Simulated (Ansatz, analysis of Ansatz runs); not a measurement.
# Can an added electron hop between W atoms in CaWO4 (I4_1/a)?, part 2 of 3

Aim: the energy barrier that a trapped electron meets when it moves from one W atom to another one nearby in CaWO4 (I4_1/a). The model is a cell of 96 host atoms.

Ansatz 0.2.0; plane-wave PAW DFT, PBEsol+U; relaxation of all atoms of a supercell at fixed charge in a uniform background; PAW set soft_1.

So far. Step 2 (The cell without the carrier): The largest displacement from an ideal site is 0.009 Å.

## (3) The electron on the first site

The nearest neighbour or neighbours of the site start displaced and the site's starting moment is changed by the carrier's spin, since a carrier doesn't trap itself in the undistorted lattice.

A.relax/input.yaml

```yaml
crystal:
  lattice:
    - [10.44511621, 0.0, 0.0]
    - [0.0, 10.44511621, 0.0]
    - [0.0, 0.0, 11.25437467]
  atoms:
    - { symbol: Ca, position: [-0.000221, 0.25038, 0.750151] }
    - { symbol: Ca, position: [0.249719, 0.000267, 0.250171] }
    - { symbol: Ca, position: [-0.0002, 0.000313, 0.500179] }
[... 1 atom line left out ...]
    - { symbol: W, position: [-0.000293, 0.250308, 0.250239] }
[... 1 atom line left out ...]
    - { symbol: W, position: [-0.00022, 0.000322, 4.6e-05] }
    - { symbol: W, position: [0.24978, 0.250295, 0.500186] }
    - { symbol: O, position: [0.171213, 0.370879, 0.413056] }
[... 2 atom lines left out ...]
    - { symbol: O, position: [0.328261, 0.129589, 0.413133] }
    - { symbol: O, position: [0.078262, 0.129594, 0.337229] }
[... 2 atom lines left out ...]
    - { symbol: O, position: [0.421215, 0.370884, 0.33732] }
    - { symbol: O, position: [0.129158, 0.421769, 0.663011] }
[... 1 atom line left out ...]
    - { symbol: O, position: [0.12032, 0.328782, 0.163084] }
[... 1 atom line left out ...]
    - { symbol: O, position: [0.120399, 0.078791, 0.087185] }
[... 1 atom line left out ...]
    - { symbol: O, position: [0.129126, 0.171788, 0.587267] }
[... 2 atom lines left out ...]
    - { symbol: Ca, position: [0.249718, 0.500248, 0.250161] }
    - { symbol: Ca, position: [-0.000202, 0.500329, 0.500164] }
[... 5 atom lines left out ...]
    - { symbol: O, position: [0.171244, 0.87092, 0.413096] }
[... 3 atom lines left out ...]
    - { symbol: O, position: [0.078305, 0.629657, 0.337299] }
[... 12 atom lines left out ...]
    - { symbol: Ca, position: [0.749778, 0.000324, 0.250159] }
    - { symbol: Ca, position: [0.499784, 0.000298, 0.50018] }
    - { symbol: Ca, position: [0.749764, 0.250374, 0.000183] }
    - { symbol: W, position: [0.499737, 0.250283, 0.250174] }
[... 2 atom lines left out ...]
    - { symbol: W, position: [0.749782, 0.250356, 0.500211], spin: 1.0 }
    - { symbol: O, position: [0.66692, 0.37777, 0.40832] }
[... 2 atom lines left out ...]
    - { symbol: O, position: [0.832629, 0.122953, 0.408285] }
    - { symbol: O, position: [0.5783, 0.12967, 0.337268] }
[... 2 atom lines left out ...]
    - { symbol: O, position: [0.921228, 0.371008, 0.33732] }
    - { symbol: O, position: [0.629152, 0.421801, 0.663089] }
    - { symbol: O, position: [0.879058, 0.171838, 0.163129] }
    - { symbol: O, position: [0.620343, 0.328877, 0.163076] }
    - { symbol: O, position: [0.870429, 0.078933, 0.663038] }
    - { symbol: O, position: [0.620389, 0.078877, 0.087289] }
    - { symbol: O, position: [0.87719, 0.333248, 0.592109] }
    - { symbol: O, position: [0.622331, 0.167486, 0.592071] }
    - { symbol: O, position: [0.879093, 0.421824, 0.087269] }
[... 1 atom line left out ...]
    - { symbol: Ca, position: [0.749789, 0.50033, 0.250208] }
    - { symbol: Ca, position: [0.4998, 0.500297, 0.500171] }
[... 5 atom lines left out ...]
    - { symbol: O, position: [0.671243, 0.871013, 0.413122] }
[... 2 atom lines left out ...]
    - { symbol: O, position: [0.828329, 0.62979, 0.413064] }
    - { symbol: O, position: [0.578317, 0.629669, 0.337272] }
[... 2 atom lines left out ...]
    - { symbol: O, position: [0.921257, 0.871041, 0.337243] }
[... 1 atom line left out ...]
    - { symbol: O, position: [0.879173, 0.67183, 0.163095] }
[... 1 atom line left out ...]
    - { symbol: O, position: [0.870547, 0.578871, 0.663058] }
[... 1 atom line left out ...]
    - { symbol: O, position: [0.870494, 0.828895, 0.587272] }
[... 1 atom line left out ...]
    - { symbol: O, position: [0.87915, 0.921846, 0.087181] }
total_charge: -1
basis:
  ecutwfc: 420
  xc_grid: 2
hamiltonian:
  xc: pbesol
  hubbard:
    sites: [{ species: W, l: d, u_eff: 5.0 }]
    projectors: ortho-atomic
  pseudopotentials: { kind: paw, azcp: { folder: soft_1 }, xc_functional: pbe }
kpoints:
  mp_grid: { grid: [1, 1, 1] }
magnetization:
  spin_polarized: true
  initial_magnetization: 1
  spin_locking: { lock_magnetization: hard }
scf:
  occupations: { method: fermi_dirac, width: 0.01 }
  max_iter: 120
  lower_state_search: "off"
output:
  forces: true
relax:
  f_tol: 0.015
  max_steps: 70
  escape_saddle: false
checkpoint:
  write: "../A.relax.run"
  compress: false
  write_wavefunctions: true
  write_every: 100000
```

Run with:

```
ansatz run input.yaml --threads 32 --pin off --max-ram 84787MiB --backend cuda --events-out ev --progress --plain --runs-dir out --max-vram 78GiB
```

Numbers of over 12 decimals in the logs are rounded to 6 here.

The program printed:

```text
[...]
Crystal: 96 atoms, lattice volume = 1227.857 Å³
Basis set: ecut = 420 eV, 24001 PW (Γ), exchange–correlation on 144×144×160 points (8 copies of the dense FFT grid, shifted against one another)
Bands: 481, of which v1, the nominal top of the filled ones, is band 385 counted from 1 (384 counted from 0)
Symmetry: 1 space group operations
[...]
k-points: 1
[...]
Starting moments: Σ|m| = 1 μB on 1 of 96 sites
[...]
SCF iter   1: F=—  HF=-228781.522518 eV  |Δ(HF+E_count)|=         —  Δρ=5.42e-2 (↑5.42e-2 ↓5.20e-2)  dr2=2.97e2  dr2_m=3.38e-1  M=1.000 μB ∫|m|=1.383 μB  Hψ=4465
[...]
spin=Collinear: Kerker preconditioning applied to the charge; magnetization (m = ρ↑ − ρ↓) channel mixes plain (no charge-response kernel on spin).
SCF iter   2: F=—  HF=-228744.642740 eV  |Δ(HF+E_count)|=    3.69e1  Δρ=3.53e-2 (↑3.53e-2 ↓3.50e-2)  dr2=1.48e2  dr2_m=1.16e-1  M=1.000 μB ∫|m|=1.267 μB  Hψ=1752
[...]
SCF 1 converged in 11 iterations: F = -228705.319791 eV  dr2 = 4.31e-6
[...]
relax step   1: F+E_penalty+E_count = -228705.31979099 eV  Δ(F+E_penalty+E_count) = +0.000e0 eV  max|allowed force component| = 9.495e-1 eV/Å  Δτ_max = 0.0000 Å  (11 SCF iters, dr2 threshold 5.63e-6 eV, accepted)
[...]
relax step   2: F+E_penalty+E_count = -228705.58083570 eV  Δ(F+E_penalty+E_count) = -2.610e-1 eV  max|allowed force component| = 4.578e-1 eV/Å  Δτ_max = 0.0901 Å  (7 SCF iters, dr2 threshold 5.63e-5 eV, accepted)
relax step   3: F+E_penalty+E_count = -228705.67318657 eV  Δ(F+E_penalty+E_count) = -9.235e-2 eV  max|allowed force component| = 9.997e-2 eV/Å  Δτ_max = 0.0314 Å  (6 SCF iters, dr2 threshold 1.31e-5 eV, accepted)
relax step   4: F+E_penalty+E_count = -228705.68073526 eV  Δ(F+E_penalty+E_count) = -7.549e-3 eV  max|allowed force component| = 3.466e-2 eV/Å  Δτ_max = 0.0093 Å  (6 SCF iters, dr2 threshold 6.25e-7 eV, accepted)
relax step   5: F+E_penalty+E_count = -228705.68551153 eV  Δ(F+E_penalty+E_count) = -4.776e-3 eV  max|allowed force component| = 2.657e-2 eV/Å  Δτ_max = 0.0111 Å  (7 SCF iters, accepted)
relax step   6: F+E_penalty+E_count = -228705.68771803 eV  Δ(F+E_penalty+E_count) = -2.207e-3 eV  max|allowed force component| = 3.183e-2 eV/Å  Δτ_max = 0.0067 Å  (7 SCF iters, accepted)
relax step   7: F+E_penalty+E_count = -228705.69157600 eV  Δ(F+E_penalty+E_count) = -3.858e-3 eV  max|allowed force component| = 2.937e-2 eV/Å  Δτ_max = 0.0181 Å  (7 SCF iters, dr2 threshold 5.95e-7 eV, accepted)
relax step   8: F+E_penalty+E_count = -228705.69367527 eV  Δ(F+E_penalty+E_count) = -2.099e-3 eV  max|allowed force component| = 4.268e-2 eV/Å  Δτ_max = 0.0185 Å  (7 SCF iters, dr2 threshold 7.34e-7 eV, accepted)
relax step   9: F+E_penalty+E_count = -228705.69422390 eV  Δ(F+E_penalty+E_count) = -5.486e-4 eV  max|allowed force component| = 5.365e-2 eV/Å  Δτ_max = 0.0204 Å  (7 SCF iters, dr2 threshold 1.55e-6 eV, accepted)
relax step  10: F+E_penalty+E_count = -228705.69499463 eV  Δ(F+E_penalty+E_count) = -7.707e-4 eV  max|allowed force component| = 1.169e-2 eV/Å  Δτ_max = 0.0048 Å  (5 SCF iters, dr2 threshold 2.88e-6 eV, accepted)
[...]
iter 1 solved again at ethr=1.73e-10 eV; its pass at ethr=3.10e-3 eV (dr2=1.33e-6 eV) is discarded
SCF iter   1: F=—  HF=-228705.694995 eV  |Δ(HF+E_count)|=         —  Δρ=5.55e-6 (↑5.50e-6 ↓5.55e-6)  dr2=1.33e-6  dr2_m=4.36e-10  M=1.000 μB ∫|m|=1.112 μB  Hψ=2676
[...]
SCF iter   2: F=—  HF=-228705.694995 eV  |Δ(HF+E_count)|=   2.53e-8  Δρ=3.17e-6 (↑3.16e-6 ↓3.17e-6)  dr2=4.75e-7  dr2_m=2.80e-10  M=1.000 μB ∫|m|=1.112 μB  Hψ=1079
[...]
SCF iter   4: F=-228705.694995 eV  HF=-228705.694995 eV  |Δ(HF+E_count)|=   6.71e-8  Δρ=4.18e-7 (↑4.10e-7 ↓4.18e-7)  dr2=7.60e-9  dr2_m=1.55e-11  M=1.000 μB ∫|m|=1.112 μB  Hψ=2124
SCF 11 converged in 4 iterations: F = -228705.694995 eV  dr2 = 7.60e-9
relax step  11: F+E_penalty+E_count = -228705.69499516 eV  Δ(F+E_penalty+E_count) = -5.254e-7 eV  max|allowed force component| = 1.163e-2 eV/Å  Δτ_max = 0.0000 Å  (4 SCF iters, accepted)
[...]
NSCF: frozen V_eff on 1 k-points
[...]
SCF converged after 4 iterations
Magnetization: 1.0000 μB (385.0000 up, 384.0000 down)
Absolute magnetization: 1.1227 μB (∫|ρ↑−ρ↓|, with the PAW one-centre terms)
[...]
Per-site moments (μB) at R_I (Å): [(0.00120016, 0.989412), (3.3463047173643906e-5, 0.993731), (0.00305252, 0.956697), [... 6 left out ...]
Free energy (F): -228705.694995 eV
[...]
Internal energy: -228705.694995 eV  (E = F + TS)
E sigma→0 (E₀):  -228705.694995 eV
Fermi energy:    11.000696 (↑ 11.004140, ↓ 9.612471) eV
[...]
--- Forces (eV/Å), atoms counted from 1 ---
  atom   1  Ca     0.00022331    -0.00052179     0.00187056
  atom   2  Ca     0.00120199     0.00146549     0.00246495
  atom   3  Ca     0.00243195    -0.00111543    -0.00036087
  [... 1 atom left out ...]
  atom   5  W      0.01137110    -0.00374525    -0.00738857
  [... 1 atom left out ...]
  [... 90 more lines of this table ...]
  max |Σ_I F_I| component: 2.12e-6 eV/Å
--- Band table (eV) ---
[...]
Occupation matrices written to <dir>
--- Relaxed structure (11 steps of the walk, 11 accepted, 0 SCFs on fresh bases) ---
  F+E_penalty+E_count = -228705.69499516 eV   max|allowed force component| = 1.163e-2 eV/Å
  atoms:
    - { symbol: Ca, position: [-0.002699, 0.254520, 0.745767] }
    - { symbol: Ca, position: [0.252131, 0.000270, 0.250679] }
    - { symbol: Ca, position: [6.455256794449212e-5, 0.002698, 0.499130] }
    [... 1 atom left out ...]
    - { symbol: W, position: [-0.002197, 0.249214, 0.256574] }
    [... 1 atom left out ...]
  [... 90 more lines of this table ...]
```

Wall time 12 s (1 × NVIDIA GB200 with 32 threads of Arm Neoverse V2, shared host); peak memory 1.7 GiB; 54 s of CPU time.

Step by step:

| step | energy less that of the first step (eV) | largest force component (eV/Å) |
| --- | --- | --- |
| 1 | 0.0000 | 0.9495 |
| 2 | -0.2610 | 0.4578 |
| 3 | -0.3534 | 0.1000 |
| 4 | -0.3609 | 0.0347 |
| 5 | -0.3657 | 0.0266 |
| 6 | -0.3679 | 0.0318 |
| 7 | -0.3718 | 0.0294 |
| 8 | -0.3739 | 0.0427 |
| 9 | -0.3744 | 0.0536 |
| 10 | -0.3752 | 0.0117 |
| 11 | -0.3752 | 0.0116 |

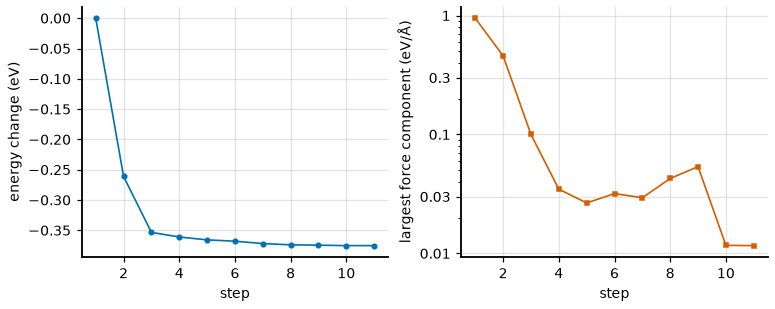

Energy and largest force along the relaxation.

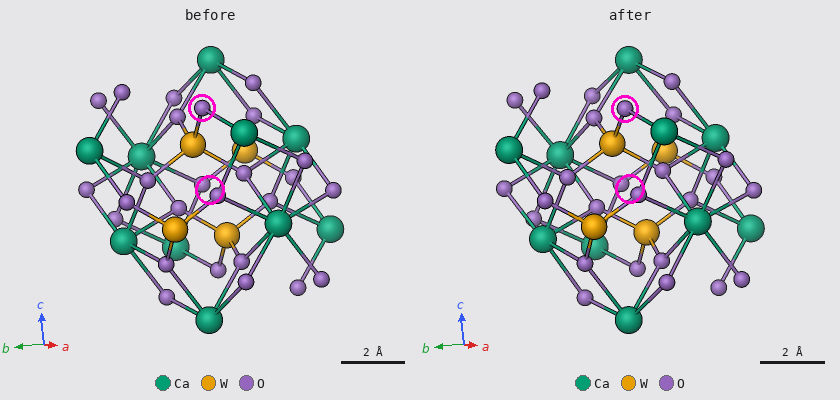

Before and after: the atoms that start within 5 Å of the centre. O71, which moves most, is ringed if it is among them. A ring with no atom in it marks the empty centre.

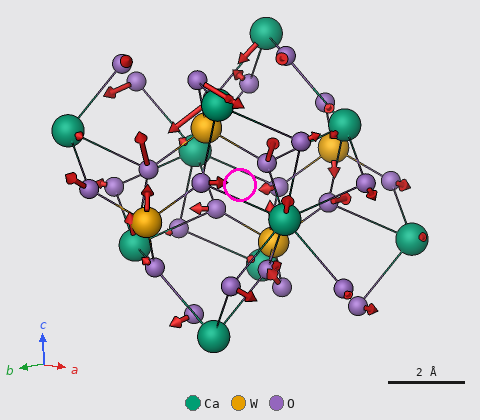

Displacements in the relaxation near the centre, exaggerated; the longest in the cell stands for 0.12 Å. A ring marks the centre wherever it is empty.

The atoms that moved most (Å):

| atom | dx | dy | dz | length |
| --- | --- | --- | --- | --- |
| O71 | 0.050 | -0.086 | -0.067 | 0.120 |
| O60 | 0.086 | 0.049 | 0.067 | 0.120 |
| O57 | -0.086 | -0.050 | 0.067 | 0.120 |
| O70 | -0.049 | 0.086 | -0.068 | 0.120 |
| O13 | 0.082 | 0.009 | 0.021 | 0.085 |
| O89 | 0.007 | -0.081 | -0.021 | 0.084 |
| O92 | -0.009 | 0.081 | -0.020 | 0.084 |
| O16 | -0.081 | -0.006 | 0.020 | 0.084 |

The moves above count from the input, in which the site's nearest neighbours were already displaced; the distances below compare with the cell without the carrier.

Distances from W56 without and with the electron:

| atom | without (Å) | with (Å) |
| --- | --- | --- |
| O57 | 1.79 | 1.87 |
| O60 | 1.79 | 1.87 |
| O71 | 1.79 | 1.87 |
| O70 | 1.79 | 1.87 |

The largest changes of the moments are 0.38 μB on W56, 0.02 μB on O57 and 0.02 μB on O60. The largest part sits on the chosen site.

## (4) The electron on the second site

The same start is made on the second site, to get the end of the hop.

B.relax/input.yaml

```yaml
crystal:
  lattice:
    - [10.44511621, 0.0, 0.0]
    - [0.0, 10.44511621, 0.0]
    - [0.0, 0.0, 11.25437467]
  atoms:
    - { symbol: Ca, position: [-0.000221, 0.25038, 0.750151] }
    - { symbol: Ca, position: [0.249719, 0.000267, 0.250171] }
[... 2 atom lines left out ...]
    - { symbol: W, position: [-0.000293, 0.250308, 0.250239], spin: 1.0 }
[... 50 atom lines left out ...]
    - { symbol: W, position: [0.749782, 0.250356, 0.500211] }
    - { symbol: O, position: [0.671229, 0.370973, 0.413118] }
[... 2 atom lines left out ...]
    - { symbol: O, position: [0.82832, 0.129751, 0.413083] }
[... 3 atom lines left out ...]
    - { symbol: O, position: [0.91692, 0.377805, 0.342118] }
[... 5 atom lines left out ...]
    - { symbol: O, position: [0.870393, 0.32894, 0.587311] }
[... 25 atom lines left out ...]
    - { symbol: O, position: [0.87915, 0.921846, 0.087181] }
total_charge: -1
basis:
  ecutwfc: 420
  xc_grid: 2
hamiltonian:
  xc: pbesol
  hubbard:
    sites: [{ species: W, l: d, u_eff: 5.0 }]
    projectors: ortho-atomic
  pseudopotentials: { kind: paw, azcp: { folder: soft_1 }, xc_functional: pbe }
kpoints:
  mp_grid: { grid: [1, 1, 1] }
magnetization:
  spin_polarized: true
  initial_magnetization: 1
  spin_locking: { lock_magnetization: hard }
scf:
  occupations: { method: fermi_dirac, width: 0.01 }
  max_iter: 120
  lower_state_search: "off"
output:
  forces: true
relax:
  f_tol: 0.015
  max_steps: 70
  escape_saddle: false
checkpoint:
  write: "../B.relax.run"
  compress: false
  write_wavefunctions: true
  write_every: 100000
```

The program printed:

```text
[...]
Crystal: 96 atoms, lattice volume = 1227.857 Å³
Basis set: ecut = 420 eV, 24001 PW (Γ), exchange–correlation on 144×144×160 points (8 copies of the dense FFT grid, shifted against one another)
Bands: 481, of which v1, the nominal top of the filled ones, is band 385 counted from 1 (384 counted from 0)
Symmetry: 1 space group operations
[...]
k-points: 1
[...]
Starting moments: Σ|m| = 1 μB on 1 of 96 sites
[...]
SCF iter   1: F=—  HF=-228781.523301 eV  |Δ(HF+E_count)|=         —  Δρ=5.42e-2 (↑5.42e-2 ↓5.20e-2)  dr2=2.97e2  dr2_m=3.38e-1  M=1.000 μB ∫|m|=1.383 μB  Hψ=4470
[...]
SCF iter   2: F=—  HF=-228744.645057 eV  |Δ(HF+E_count)|=    3.69e1  Δρ=3.53e-2 (↑3.53e-2 ↓3.50e-2)  dr2=1.48e2  dr2_m=1.16e-1  M=1.000 μB ∫|m|=1.267 μB  Hψ=1751
[...]
E sigma→0 (E₀):  -228705.694994 eV
Fermi energy:    11.000688 (↑ 11.004132, ↓ 9.612459) eV
[...]
--- Forces (eV/Å), atoms counted from 1 ---
  atom   1  Ca     0.00007138    -0.00003847    -0.00005884
  atom   2  Ca     0.00248530    -0.00108260     0.00040765
  atom   3  Ca    -0.00062767    -0.00019668     0.00184015
  [... 1 atom left out ...]
  atom   5  W     -0.00001460     0.00009678    -0.00006490
  [... 1 atom left out ...]
  [... 90 more lines of this table ...]
  max |Σ_I F_I| component: 1.75e-6 eV/Å
--- Band table (eV) ---
[...]
Occupation matrices written to <dir>
--- Relaxed structure (11 steps of the walk, 11 accepted, 0 SCFs on fresh bases) ---
  F+E_penalty+E_count = -228705.69499447 eV   max|allowed force component| = 1.170e-2 eV/Å
  atoms:
    - { symbol: Ca, position: [-0.000206, 0.250315, 0.750175] }
    - { symbol: Ca, position: [0.250077, 0.002686, 0.251220] }
    - { symbol: Ca, position: [0.004001, 0.002807, 0.495771] }
    [... 1 atom left out ...]
    - { symbol: W, position: [-0.000193, 0.250323, 0.250222] }
    [... 1 atom left out ...]
  [... 90 more lines of this table ...]
[key lines of the parts left out:]
SCF converged after 4 iterations
Magnetization: 1.0000 μB (385.0000 up, 384.0000 down)
Free energy (F): -228705.694994 eV
```

Elapsed: 13 s, on 1 × NVIDIA GB200 with 32 threads; peak memory 1.8 GiB; 53 s of CPU time.

Distances from W5 without and with the electron:

| atom | without (Å) | with (Å) |
| --- | --- | --- |
| O66 | 1.79 | 1.87 |
| O19 | 1.79 | 1.87 |
| O13 | 1.79 | 1.87 |
| O64 | 1.79 | 1.87 |

The largest changes of the moments are 0.38 μB on W5, 0.02 μB on O13 and 0.02 μB on O19. The largest part sits on the chosen site.

[end of part 2 of 3]

[Logs are printed without paths, hosts, clocks, repeated set-up lines and the standing remarks that a program may print on its own settings, such as how far it seeks lower states.]

[Hosts, paths, dates, database ids (printed as entryN), source tags and the programs' standing remarks are cut or masked in the printed files.]
